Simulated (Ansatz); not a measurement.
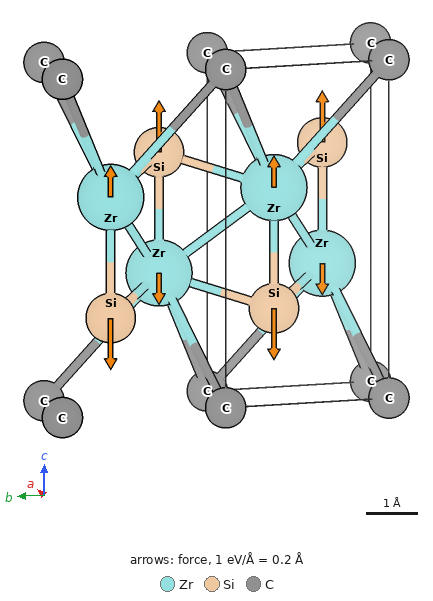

Starting geometry of solid Zr₂Si₂C (a generated structure, set up in P-3m1) (coarse preliminary run) with the computed forces as orange arrows. The picture is a ball-and-stick view of the cell of the calculation, repeated 1 × 2 × 1 with one cell outlined, seen from a free direction.

All numbers below come from DFT PBE, scalar-relativistic, plane waves, PAW in Ansatz.

The input:
```yaml
crystal:
  lattice:
    - [3.99398791, 0.0, 0.0]
    - [-1.99699395, 3.45889499, 0.0]
    - [0.0, 0.0, 6.78224382]
  atoms:
    - { symbol: Zr, position: [0.33333333, 0.66666667, 0.62470001] }
    - { symbol: Zr, position: [0.66666667, 0.33333333, 0.37529999] }
    - { symbol: Si, position: [0.33333333, 0.66666667, 0.26800001] }
    - { symbol: Si, position: [0.66666667, 0.33333333, 0.73199999] }
    - { symbol: C, position: [0.0, 0.0, 0.0] }
basis:
  ecutwfc: 420
kpoints:
  mp_grid: { grid: [6, 6, 4] }
hamiltonian:
  xc: pbe
scf:
  occupations: { method: gaussian, width: 0.1 }
  lower_state_search: "off"
output:
  forces: true
  stress: true
  eigenvalues: true
relax:
  adjacent_minimum: "off"
  f_tol: 0.04
  max_steps: 70
  cell: { stress_tol: 0.4 }
```

Run as
```bash
ansatz run input.yaml --threads 1 --pin off --max-ram 2560MiB --backend cpu --events-out ev --progress --plain --runs-dir out
```

Q: What follows when this structure is relaxed?

A: It isn't relaxed: the largest force vector, on Si atoms, is 5.28 eV/Å. The final displacements have little in common with the starting forces (cosine between the two patterns −0.09). The largest moves relative to the cell, 1.53 Å, are those of Zr1 and Zr2. Zr2 goes along −c. By element the largest moves are Zr 1.53 Å, Si 1.16 Å. C stays in place. Cell: a = b 3.994 → 3.524 Å (−11.8 %), c 6.782 → 7.387 Å (+8.9 %). Volume −15.2 %. Some distances before and after: Zr1–Zr2 2.860 → 5.316 Å, Zr1–Zr2 (another image) 5.589 → 3.205 Å, Si3–Si4 3.901 → 2.316 Å, Zr1–C5 3.435 → 2.381 Å. New bonds form: Zr1–Zr2 (another periodic image) (5.59 → 3.20 Å). Bonds break: Zr1–Zr2 (2.86 → 5.32 Å). Bond angles that change, for instance: Zr1–Si3–Zr2 72.5° → 133.1°, Si4–Zr1–Si4 111.4° → 78.5°, Zr2–Si3–Zr2 111.4° → 78.5°. The space group stays P-3m1 (No. 164). The energy falls by 2525 meV per atom in 20 accepted moves (21 points after the start). Largest force component: 5.3 eV/Å at the start, 0.03 eV/Å at the end. Pressure: 23.04 GPa at the start and 0.10 GPa at the end. At 1 point the geometry stayed and the basis and grid were re-selected for the new cell (energy shift of 0.2 meV per atom at most each time). The run took 35 s on 1 thread of AMD EPYC 9R45 96-Core Processor (Zen 5), on a shared host, peak memory 0.42 GiB.
